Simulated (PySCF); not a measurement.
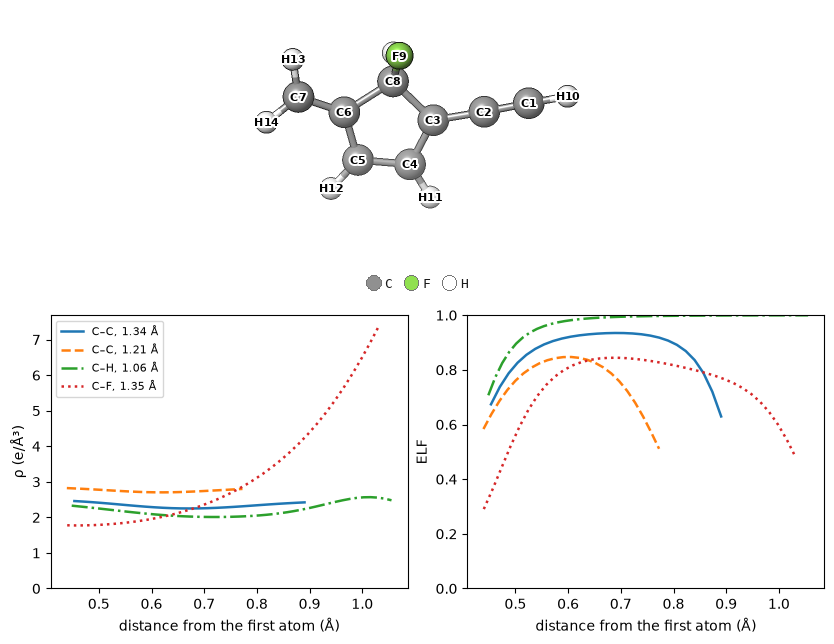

Figure 1: C8H6F (SMILES C#C[C+]1C=CC(=C)[C@H]1F) (charge +1). Total electron density and electron localisation function along straight lines between neighbouring atoms. The curves leave out the atomic cores. The structure is drawn too.

Geometry: GFN2-xTB.

Level of theory: PySCF, PBE0/pcSseg-1, SCF density, gas phase, non-relativistic.

```json
{"atom": "C", "x (Å)": "3.4029", "y (Å)": "0.4258", "z (Å)": "-0.8766"}
{"atom": "C", "x (Å)": "2.2979", "y (Å)": "0.1698", "z (Å)": "-0.4498"}
{"atom": "C", "x (Å)": "1.0220", "y (Å)": "-0.0871", "z (Å)": "0.0014"}
{"atom": "C", "x (Å)": "0.6284", "y (Å)": "-0.4493", "z (Å)": "1.2932"}
{"atom": "C", "x (Å)": "-0.7517", "y (Å)": "-0.4396", "z (Å)": "1.3806"}
{"atom": "C", "x (Å)": "-1.3415", "y (Å)": "-0.0642", "z (Å)": "0.1377"}
{"atom": "C", "x (Å)": "-2.6294", "y (Å)": "0.2237", "z (Å)": "-0.1171"}
{"atom": "C", "x (Å)": "-0.2016", "y (Å)": "0.0078", "z (Å)": "-0.8695"}
{"atom": "F", "x (Å)": "-0.2311", "y (Å)": "1.0835", "z (Å)": "-1.6910"}
{"atom": "H", "x (Å)": "4.3710", "y (Å)": "0.6432", "z (Å)": "-1.2365"}
{"atom": "H", "x (Å)": "1.3089", "y (Å)": "-0.6646", "z (Å)": "2.0988"}
{"atom": "H", "x (Å)": "-1.3194", "y (Å)": "-0.6854", "z (Å)": "2.2631"}
{"atom": "H", "x (Å)": "-2.9594", "y (Å)": "0.4898", "z (Å)": "-1.1095"}
{"atom": "H", "x (Å)": "-3.3649", "y (Å)": "0.2437", "z (Å)": "0.6715"}
{"atom": "H", "x (Å)": "-0.2365", "y (Å)": "-0.8890", "z (Å)": "-1.5180"}
```

What can be read from the curves?

Answer. C–C (1.34 Å): ρ is about 2.3 e/Å³ halfway; the ELF peaks at about 0.95 between the atoms (a multiple bond).
C–C (1.21 Å): the density is about 2.7 e/Å³ at the midpoint; the ELF peaks at about 0.85 between the atoms (a short, multiple covalent bond).
C–H (1.06 Å): the density is about 2.2 e/Å³ at the midpoint; the ELF climbs to about 1 towards the hydrogen, as it does in any bond to H; a covalent bond by its length.
C–F (1.35 Å): ρ at the midpoint is about 2.2 e/Å³, with its minimum of 1.8 e/Å³ about 0.5 Å from C; the ELF peaks at about 0.85 between the atoms: a shared but strongly polarised pair.
